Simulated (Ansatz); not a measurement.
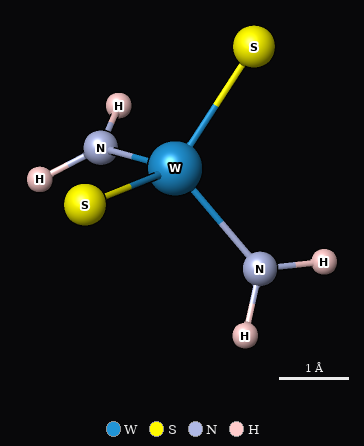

The input geometry (ball-and-stick view, seen at a tilt). Sticks mark near contacts.

# Run report: WN₂H₄S₂, single-point calculation

- system: WN₂H₄S₂ (WS2(NH2)2)
- method: RKS CAM-B3LYP-D4/def2-TZVP (Ansatz 0.2.0)

The geometry comes from this level: PBE-D4/def2-SVP.

### What the program printed
```
Functional definition: CAM-B3LYP
  name "CAM-B3LYP"
  cite "Yanai, Tew & Handy, Chem. Phys. Lett. 393, 51 (2004) doi:10.1016/j.cplett.2004.06.011"
  cite "Iikura, Tsuneda, Yanai & Hirao, J. Chem. Phys. 115, 3540 (2001) doi:10.1063/1.1383587"
  cite "Becke, Phys. Rev. A 38, 3098 (1988) doi:10.1103/PhysRevA.38.3098"
  cite "Lee, Yang & Parr, Phys. Rev. B 37, 785 (1988) doi:10.1103/PhysRevB.37.785"
  cite "Vosko, Wilk & Nusair, Can. J. Phys. 58, 1200 (1980) doi:10.1139/p80-159"
  parameter alpha = 0.19
  parameter beta = 0.46
  parameter omega = 0.33/bohr
  parameter ac = 0.81
  # Exact exchange under (alpha + beta erf(omega r))/r, Becke's under what is left of 1/r.
  exchange = (1 - alpha - beta)*b88_x + beta*b88_x_sr(omega) + alpha*exact_x + beta*exact_x_lr(omega)
  correlation = (1 - ac)*vwn5_c + ac*lyp_c
these checks for a lower state are left out or cut short: starts
1408 factors; their error is unknown
332 factors; integrals over basis functions are off by at most 1.5e-5 eV
mean field evaluation 1: about -26545.9250 eV, gradient 8.6e0 eV
mean field evaluation 2: about -26546.0287 eV, gradient 1.1e-1 eV
mean field evaluation 4: about -26546.0706 eV, gradient 3.1e-4 eV
mean field -26546.07055327 eV, -975.5500992599 hartree, gradient 2.0e-5 eV, S^2 0.000000; 0 other end points of the search recorded, 0 dependent functions left out
reference -26546.07068347 eV, -975.5501040447 hartree; 32, 32 occupied and 168, 168 virtual orbitals, 1408 factors
Total energy: -26546.34461145 eV, -975.5601707121 hartree
Checks for a lower state left out: starts
```

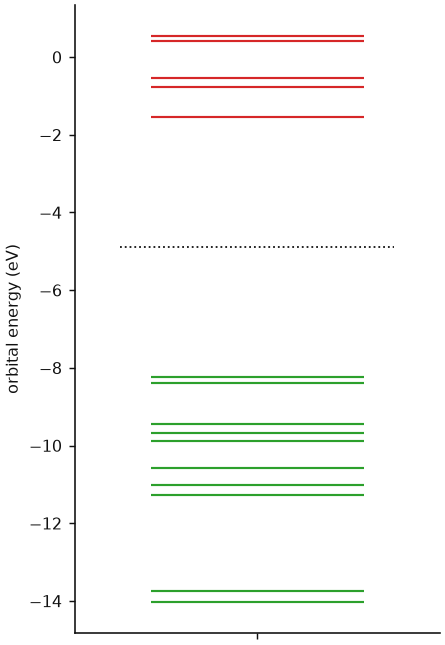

Orbital energies near the frontier; the dotted line parts filled from empty levels, and levels within 0.02 eV of each other stand side by side. Highest filled −8.23 eV, lowest empty −1.55 eV, 6.68 eV apart.

This output came from the following input.

### Input
```yaml
crystal:
  periodic: [false, false, false]
  atoms:
    - {symbol: W, position_ang: [0.509631, 0.000710, 0.353135]}
    - {symbol: S, position_ang: [0.442192, 0.010516, 2.510329]}
    - {symbol: S, position_ang: [2.505725, -0.006325, -0.467657]}
    - {symbol: N, position_ang: [-0.387884, 1.609373, -0.277923]}
    - {symbol: H, position_ang: [-0.183264, 2.072357, -1.168761]}
    - {symbol: H, position_ang: [-1.147766, 2.080161, 0.222833]}
    - {symbol: N, position_ang: [-0.393392, -1.610487, -0.263435]}
    - {symbol: H, position_ang: [-1.154745, -2.074245, 0.241631]}
    - {symbol: H, position_ang: [-0.190496, -2.082070, -1.150151]}
basis:
  gaussian: {orbitals: def2-TZVP, initial_orbitals: start.molden}
hamiltonian: {xc: {name: CAM-B3LYP}, dispersion: d4}
scf: {omitted_lower_state_checks: [starts]}
output: {orbitals: {seedname: orbitals}}
```

Run as:
```bash
ansatz run in.yaml --threads 4 --pin off --events-out ev --progress --plain --max-ram 3916MiB
```

### Summary

| quantity | value |
| --- | --- |
| outcome | converged |
| total energy | −26546.3446 eV |
| mean-field energy | −26546.0707 eV |
| dispersion energy | −0.2739 eV |
| SCF solution under orbital rotations | stable |
| HOMO | −8.23 eV |
| LUMO | −1.55 eV |
| hardware | 4 threads of Arm Neoverse V2, 23 GiB of memory available, shared host |
| wall time | 3.1 s (CPU time 11 s) |
| peak memory | 0.62 GiB |
